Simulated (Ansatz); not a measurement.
## Si$_{2}$NH$_{7}$O$_{2}$: one change and its effect

System: Si$_{2}$NH$_{7}$O$_{2}$, SMILES N[SiH](O)[SiH2]O.
Method of run 1: RKS PBE0-D4/def2-TZVPP (Ansatz 0.2.0).

The geometry comes from this level: PBE0-D4/def2-TZVP. Text and figures count atoms from 1; the logs count them from 0 in places.

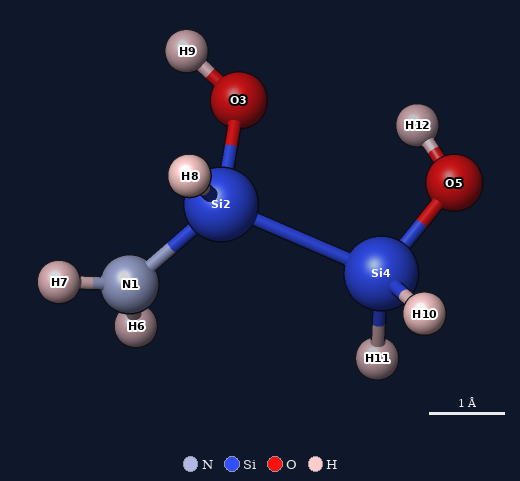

The structure as given in the input (ball-and-stick view, seen on its broad side; atoms are numbered from 1 in the order of the input).

**Input, run 1**
```yaml
crystal:
  periodic: [false, false, false]
  atoms:
    - {symbol: N, position_ang: [-0.358048, -1.318013, 1.498090]}
    - {symbol: Si, position_ang: [0.568475, -0.391414, 0.404483]}
    - {symbol: O, position_ang: [0.984458, 1.151828, 0.878693]}
    - {symbol: Si, position_ang: [-0.658096, 0.181968, -1.510447]}
    - {symbol: O, position_ang: [-0.290134, 1.756012, -1.860749]}
    - {symbol: H, position_ang: [-1.325564, -1.126615, 1.695983]}
    - {symbol: H, position_ang: [0.051874, -1.949870, 2.164447]}
    - {symbol: H, position_ang: [1.816691, -1.183998, 0.220320]}
    - {symbol: H, position_ang: [1.581066, 1.259471, 1.621588]}
    - {symbol: H, position_ang: [-0.339019, -0.662843, -2.692129]}
    - {symbol: H, position_ang: [-2.119381, 0.023346, -1.244062]}
    - {symbol: H, position_ang: [0.164676, 2.204928, -1.142218]}
basis:
  gaussian: {orbitals: def2-TZVPP}
hamiltonian: {xc: pbe0, dispersion: d4}
output: {orbitals: {seedname: orbitals}}
```

Launched with:
```bash
ansatz run in.yaml --threads 4 --pin off --events-out ev --progress --plain --max-ram 10444MiB
```

Hardware: 4 threads of Arm Neoverse V2, 23 GiB of memory available, shared host.

**Output (run 1)**
```
Functional definition: PBE0
  parameter a = 0.25
  parameter kappa = 0.804
  parameter beta = 0.06672455060314922
  exchange = (1 - a)*pbe_x(kappa = kappa, mu = beta*pi^2/3) + a*exact_x
  correlation = pbe_c(beta = beta)
1452 factors; their error is unknown
mean field evaluation 1: about -21434.0403 eV, gradient 8.9e1 eV
mean field evaluation 2: about -21414.1582 eV, gradient 1.3e2 eV
mean field evaluation 4: about -21446.8754 eV, gradient 6.8e0 eV
mean field evaluation 8: about -21446.9571 eV, gradient 4.4e-2 eV
mean field evaluation 16: about -21447.0035 eV, gradient 4.4e-5 eV
mean field -21447.00349233 eV, -788.1628410421 hartree, gradient 4.4e-5 eV, S^2 0.000000; 0 other end points of the search recorded, 0 dependent functions left out
reference -21447.00352685 eV, -788.1628423108 hartree; 29, 29 occupied and 246, 246 virtual orbitals, 1452 factors
Total energy: -21447.22958194 eV, -788.1711496820 hartree
```

Run 2 used a changed input.

**The two runs side by side**

| quantity | run 1 | run 2 |
| --- | --- | --- |
| outcome | converged | converged |
| total energy (hartree) | −788.171150 | −787.692455 |
| HOMO (eV) | −7.48 | −7.28 |
| LUMO (eV) | −0.14 | 0.39 |
| basis functions | 275 | 113 |
| wall time (shared host) | 3.2 s | 1 s |

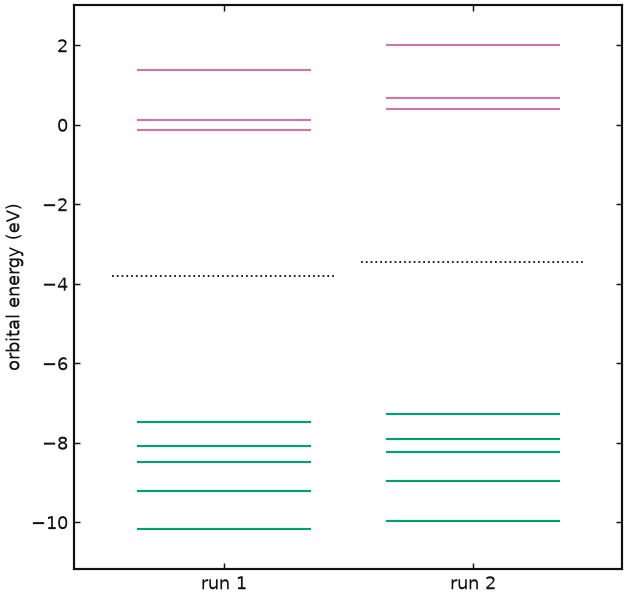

The five highest filled and three lowest empty orbital energies of the two runs; the dotted lines part filled from empty levels. The HOMO–LUMO gap is 7.34 eV in run 1 and 7.68 eV in run 2.

What was changed in the input?

The change (lines with − go, lines with + come):
```diff
-  gaussian: {orbitals: def2-TZVPP}
+  gaussian: {orbitals: def2-SVP}
```

The total energy of run 2 is 300.4 kcal/mol higher, which measures the change of basis and not a stability. The HOMO goes from −7.48 to −7.28 eV. The LUMO goes from −0.14 to 0.39 eV. The basis functions go from 275 to 113.

**Output (run 2)**
```
Functional definition: PBE0
  parameter a = 0.25
  parameter kappa = 0.804
  parameter beta = 0.06672455060314922
  exchange = (1 - a)*pbe_x(kappa = kappa, mu = beta*pi^2/3) + a*exact_x
  correlation = pbe_c(beta = beta)
1256 factors; their error is unknown
mean field evaluation 1: about -21423.3283 eV, gradient 7.7e1 eV
mean field evaluation 2: about -21409.9002 eV, gradient 1.1e2 eV
mean field evaluation 4: about -21433.8288 eV, gradient 4.9e0 eV
mean field evaluation 8: about -21433.8734 eV, gradient 4.7e-2 eV
mean field evaluation 16: about -21433.9776 eV, gradient 1.8e-5 eV
mean field -21433.97756272 eV, -787.6841469580 hartree, gradient 1.8e-5 eV, S^2 0.000000; 0 other end points of the search recorded, 0 dependent functions left out
reference -21433.97759264 eV, -787.6841480578 hartree; 29, 29 occupied and 84, 84 virtual orbitals, 1256 factors
Total energy: -21434.20364773 eV, -787.6924554290 hartree
```
